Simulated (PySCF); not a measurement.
**InF (SMILES [F][In]): wB97X-V/STO-6G**

What is the vertical ionisation energy of InF at wB97X-V/STO-6G? 

Program for the calculation: PySCF 2.14.0.

11 further runs of the same task are left out: 5 that didn't finish, 6 set aside as unsound or not needed.

## 1. Starting point

InF has 2 atoms, charge 0, and is taken as a singlet. As SMILES, `[F][In]`. Geometry: relaxed at PBE0-D4/def2-TZVP.

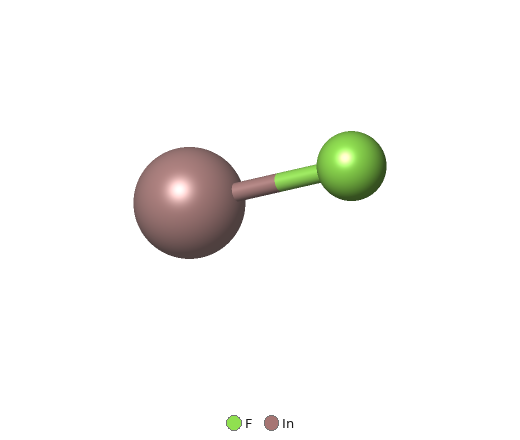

The structure, seen from a chosen angle (fluorine green, indium brown).

## 2. A single-point energy at wB97X-V/STO-6G

mol.xyz

```xyz
2

F      0.000000     0.000000     0.015910
In     0.000000     0.000000     2.009580
```

job.py

```python
# InF
from pyscf import gto, dft

molecule = gto.M(
    atom='mol.xyz',
    max_memory=1860,
    basis='sto-6g',
    verbose=3,
)

calc0 = dft.RKS(molecule)
calc0.xc = 'wb97x-v'
calc0.grids.level = 5
calc0.nlcgrids.level = 1
calc0.conv_tol = 1e-10
calc0.kernel()
if not calc0.converged:
    calc0 = calc0.newton().run(calc0.mo_coeff, calc0.mo_occ)

e_tot = calc0.e_tot
print('E(%s) = %.9f' % ('WB97X-V', e_tot))
```

The run is started by

```
$ OMP_NUM_THREADS=1 python job.py
```

The log of the run:

```text
converged SCF energy = -5813.72141450377
E(WB97X-V) = -5813.721414504
```

It took 24 s on 1 thread of Arm Neoverse V1, shared host; peak memory 0.23 GiB.

## 3. The doublet cation, same level

job.py

```python
from pyscf import gto, dft

system = gto.M(
    atom='F 0.000000 0.000000 0.015910; In -0.000000 -0.000000 2.009580',
    verbose=4,
    max_memory=1860,
    basis='sto-6g',
    spin=1,
    charge=1,
)

mf = dft.UKS(system)
mf.xc = 'wb97x-v'
mf.conv_tol = 1e-10
mf.grids.level = 5
mf.nlcgrids.level = 1
mf.kernel()
if not mf.converged:
    mf = mf.newton().run(mf.mo_coeff, mf.mo_occ)

etot = mf.e_tot
print(f'total energy: {etot:.8f} hartree')
```

The run is started by

```
$ OMP_NUM_THREADS=1 python job.py
```

The log of the run:

```text
PySCF version 2.14.0

[INPUT] num. atoms = 2
[INPUT] num. electrons = 57
[INPUT] charge = 1
[INPUT] spin (= nelec alpha-beta = 2S) = 1
[INPUT] symmetry False subgroup None
[INPUT] Mole.unit = angstrom
[INPUT] Symbol           X                Y                Z      unit          X                Y                Z       unit  Magmom
[INPUT]  1 F      0.000000000000   0.000000000000   0.015910000000 AA    0.000000000000   0.000000000000   0.030065542642 Bohr   0.0
[INPUT]  2 In     0.000000000000   0.000000000000   2.009580000000 AA    0.000000000000   0.000000000000   3.797555825403 Bohr   0.0

nuclear repulsion = 117.054051079527
number of shells = 14
number of NR pGTOs = 192
number of NR cGTOs = 32
basis = sto-6g
ecp = {}

[... 45 lines left out ...]
WARN: HOMO -0.588765257552232 >= LUMO -0.588765257552235
[... 54 lines left out ...]
converged SCF energy = -5813.52981742711  <S^2> = 0.75794255  2S+1 = 2.0079268
total energy: -5813.52981743 hartree
```

Run time: 31 s. Hardware: 1 thread of Arm Neoverse V1, shared host; peak memory 0.23 GiB.

## 4. Results

At wB97X-V/STO-6G:

| quantity | value |
| --- | --- |
| singlet InF: total energy | -5813.72141 Eh |
| singlet InF: dipole moment | 0.06 D |
| singlet InF: HOMO energy | -4.38 eV |
| singlet InF: LUMO energy | 5.08 eV |
| singlet InF: HOMO–LUMO gap | 9.46 eV |
| doublet cation: total energy | -5813.52982 Eh |
| doublet cation: HOMO energy (highest over α and β) | -13.58 eV |
| doublet cation: LUMO energy (lowest over α and β) | -6.02 eV |
| doublet cation: ⟨S²⟩ | 0.758 |
| vertical ionisation energy (to the doublet cation) | 5.214 eV |

Removing an electron at fixed nuclei costs 5.21 eV (503 kJ/mol). The negative HOMO energy of the first species, 4.38 eV, lies 0.84 eV below that difference. In a minimal basis such a difference can be off by several eV, whatever the method. Relativity is left out (singlet InF) although the molecule holds a heavy atom. Relativity is left out (doublet cation) although the molecule holds a heavy atom.
